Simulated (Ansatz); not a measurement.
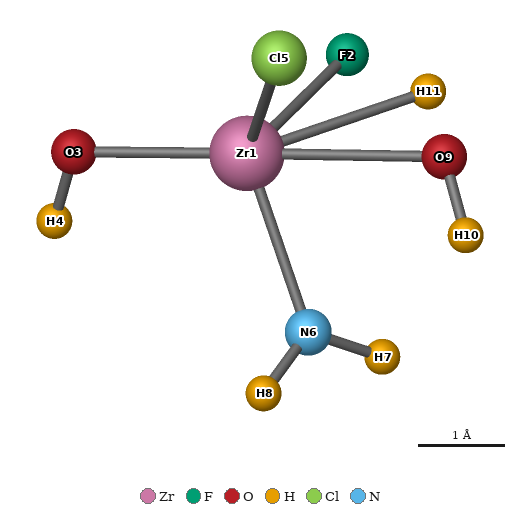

The structure of the first run (ball-and-stick view, seen at an oblique angle; atoms are numbered from 1 in the order of the input). Sticks mark near contacts. Bond lengths as drawn: Cl–Zr 2.52 Å, F–Zr 2.33 Å, H–N 1.06 Å, H–O 1.01 Å, H–Zr 2.36 Å, N–Zr 2.21 Å and O–Zr 2.07 to 2.37 Å.

# Mending a geometry relaxation on ZrNH5ClO2F

System: ZrNH5ClO2F.
Method of the first run: RKS PBE-D4/def2-SVP (Ansatz 0.2.0).

The run did not end well. The input holds or restrains some coordinates. Text and figures count atoms from 1; the logs count them from 0 in places.

## The input, the first run
```yaml
crystal:
  periodic: [false, false, false]
  atoms:
    - { symbol: Zr, position_ang: [0.0, 0.0, 0.0] }
    - { symbol: F, position_ang: [0.0, 0.0, 2.33] }
    - { symbol: O, position_ang: [1.952, 0.0, -0.6893] }
    - { symbol: H, position_ang: [2.2684, -0.9521, -0.806] }
    - { symbol: Cl, position_ang: [-1.1869, 2.0563, -0.8392] }
    - { symbol: "N", position_ang: [-1.0409, -1.8034, -0.7359] }
    - { symbol: H, position_ang: [-1.5759, -2.4197, -0.0595] }
    - { symbol: H, position_ang: [-1.0055, -2.0526, -1.7656] }
    - { symbol: O, position_ang: [-2.2491, 0.0072, 0.7473] }
    - { symbol: H, position_ang: [-2.796, -0.6214, 0.1765] }
    - { symbol: H, position_ang: [-1.3253, 0.0042, 1.9476] }
basis:
  gaussian: { orbitals: def2-SVP }
hamiltonian:
  xc: pbe
  dispersion: d4
relax:
  f_tol: 0.15
  max_steps: 25
  restrain:
    - { distance: [0, 8], at: 3.27, k: 30.0 }
    - { distance: [10, 1], at: 2.12, k: 30.0 }
    - { distance: [0, 1], at: 1.98, k: 30.0 }
    - { distance: [10, 8], at: 1.01, k: 30.0 }
output:
  orbitals: {}
```

Command:
```bash
ansatz run input.yaml --threads 4 --pin off --max-ram 5120MiB --backend cpu --events-out ev --progress --plain --runs-dir out
```

Hardware: 4 threads of Arm Neoverse V1, 24 GiB of memory available, shared host.

## Output, shortened to warnings, some set-up lines, iterations and results (the first run)
```
Error: geometry relaxation did not converge after 25 steps: max|allowed force component| = 7.06e-1 eV/Å without the restraints, 2.67e-1 eV/Å with the forces of `relax.restrain` added, the figure compared with `relax.f_tol` (threshold 1.5e-1). Raise `relax.max_steps` over both its present limit and 25, loosen `relax.f_tol`, or start from a geometry closer to equilibrium; or lower a very stiff …
[...]
mean field evaluation 1: about -22143.9099 eV, gradient 1.0e2 eV
mean field evaluation 2: about -21715.2006 eV, gradient 3.5e2 eV
mean field evaluation 4: about -22160.4448 eV, gradient 5.1e1 eV
mean field evaluation 8: about -22165.7214 eV, gradient 6.2e-1 eV
mean field evaluation 16: about -22165.6714 eV, gradient 4.7e-3 eV
[... 22 lines ...]
relax step  22: F+E_penalty+E_count = -22169.60023248 eV  Δ(F+E_penalty+E_count) = -3.519e-3 eV  max|allowed force component| = 9.606e-1 eV/Å  E_restraint = 0.00894660 eV  …
relax step  23: F+E_penalty+E_count = -22169.61564819 eV  Δ(F+E_penalty+E_count) = -1.542e-2 eV  max|allowed force component| = 6.983e-1 eV/Å  E_restraint = 0.00859208 eV  …
mean field evaluation 192: about -22169.3826 eV, gradient 7.2e-4 eV
relax step  24: F+E_penalty+E_count = -22169.62443933 eV  Δ(F+E_penalty+E_count) = -8.791e-3 eV  max|allowed force component| = 7.065e-1 eV/Å  E_restraint = 0.00807873 eV  …
relax step  25: F+E_penalty+E_count = -22169.61797589 eV  Δ(F+E_penalty+E_count) = +6.463e-3 eV  max|allowed force component| = 7.329e-1 eV/Å  E_restraint = 0.00747701 eV  …
  distance Zr 0 - O 8 = 3.2605 Å
  distance H 10 - F 1 = 2.1178 Å
  distance Zr 0 - F 1 = 1.9681 Å
  distance H 10 - O 8 = 0.9939 Å
[...]
```

### Diagnose this run and give a change of the input that cures it.

The run did not converge: “geometry relaxation did not converge after 25 steps: max|allowed force component| = 7.06e-1 eV/Å without the restraints, 2.67e-1 eV/Å with the forces of `relax.restrain` added, the figure compared with `relax.f_tol` (threshold 1.5e-1). Raise `relax.max_steps` over both its present limit and 25, loosen `relax.f_tol`, or start from a geometry closer to equilibrium …” Its last values are not results.

A run of the same system that converges differs from this input as follows (lines with − go, lines with + come):
```diff
-    - { distance: [0, 8], at: 3.27, k: 30.0 }
-    - { distance: [10, 1], at: 2.12, k: 30.0 }
-    - { distance: [0, 1], at: 1.98, k: 30.0 }
-    - { distance: [10, 8], at: 1.01, k: 30.0 }
+    - { distance: [0, 8], at: 2.07, k: 30.0 }
+    - { distance: [10, 1], at: 0.92, k: 30.0 }
+    - { distance: [0, 1], at: 3.18, k: 30.0 }
+    - { distance: [10, 8], at: 2.21, k: 30.0 }
```

## Output, shortened to warnings, some set-up lines, iterations and results (the second run)
```
[...]
mean field evaluation 1: about -22143.9099 eV, gradient 1.0e2 eV
mean field evaluation 2: about -21715.2006 eV, gradient 3.5e2 eV
mean field evaluation 4: about -22160.4448 eV, gradient 5.1e1 eV
mean field evaluation 8: about -22165.7214 eV, gradient 6.2e-1 eV
mean field evaluation 16: about -22165.6714 eV, gradient 4.7e-3 eV
[... 15 lines ...]
relax step  13: F+E_penalty+E_count = -22168.83565091 eV  Δ(F+E_penalty+E_count) = -3.181e-2 eV  max|allowed force component| = 1.047e0 eV/Å  E_restraint = 0.02524272 eV  …
relax step  14: F+E_penalty+E_count = -22168.78051349 eV  Δ(F+E_penalty+E_count) = +5.514e-2 eV  max|allowed force component| = 1.140e0 eV/Å  E_restraint = 0.05201720 eV  …
mean field evaluation 128: about -22168.6110 eV, gradient 1.7e-5 eV
relax step  15: F+E_penalty+E_count = -22168.85407792 eV  Δ(F+E_penalty+E_count) = -1.843e-2 eV  max|allowed force component| = 8.983e-1 eV/Å  E_restraint = 0.02458809 eV  …
relax step  16: F+E_penalty+E_count = -22168.86394682 eV  Δ(F+E_penalty+E_count) = -9.869e-3 eV  max|allowed force component| = 9.364e-1 eV/Å  E_restraint = 0.02326092 eV  …
  distance Zr 0 - O 8 = 2.0362 Å
  distance H 10 - F 1 = 0.9348 Å
  distance Zr 0 - F 1 = 3.1771 Å
  distance H 10 - O 8 = 2.1965 Å
1369 factors; their error is unknown
mean field -22168.62083845 eV, -814.6817893822 hartree, gradient 1.5e-5 eV, S^2 0.000000; 1 other end points of the search recorded, 0 dependent functions left out
the calculation of the forces begins
reference -22168.62093235 eV, -814.6817928330 hartree; 33, 33 occupied and 97, 97 virtual orbitals, 1369 factors
Total energy: -22168.86404072 eV, -814.6907269007 hartree
Atom 0 at    -0.658754    -0.210167    -0.434413 Å, force    -0.644969     0.033595     0.840787 eV/Å
Atom 1 at     0.483890    -0.052199     2.525929 Å, force     0.331972    -0.009907    -0.105906 eV/Å
Atom 2 at     1.260015    -0.265552    -0.232752 Å, force     0.128786    -0.019523     0.071297 eV/Å
Atom 3 at     1.925008    -0.232910     0.477933 Å, force    -0.111365     0.025201    -0.066026 eV/Å
Atom 4 at    -1.212745     1.630161    -1.855735 Å, force    -0.015496     0.004167     0.004344 eV/Å
Atom 5 at    -1.057831    -1.894648    -1.480272 Å, force    -0.054665    -0.027634    -0.043717 eV/Å
Atom 6 at    -1.989276    -2.291602    -1.657502 Å, force     0.049525     0.008910     0.001990 eV/Å
Atom 7 at    -0.362633    -2.445599    -1.998782 Å, force    -0.026081     0.017523     0.028211 eV/Å
Atom 8 at    -1.990366    -0.125406     1.103741 Å, force     0.936438    -0.019163    -0.507554 eV/Å
Atom 9 at    -2.915132     0.157324     1.198545 Å, force     0.053411    -0.008671     0.000962 eV/Å
Atom 10 at    -0.441376    -0.050902     2.659208 Å, force    -0.647555    -0.004497    -0.224389 eV/Å
Dipole moment:    -0.259843    -0.471517     0.373148 e Å
```

## The two runs side by side

| quantity | the first run | the second run |
| --- | --- | --- |
| outcome | not converged | converged |
| total energy (hartree) | – | −814.690727 |
| largest force (eV/Å) | – | 1.065 |
| basis functions | – | 130 |
| wall time (shared host) | 52 s | 37 s |
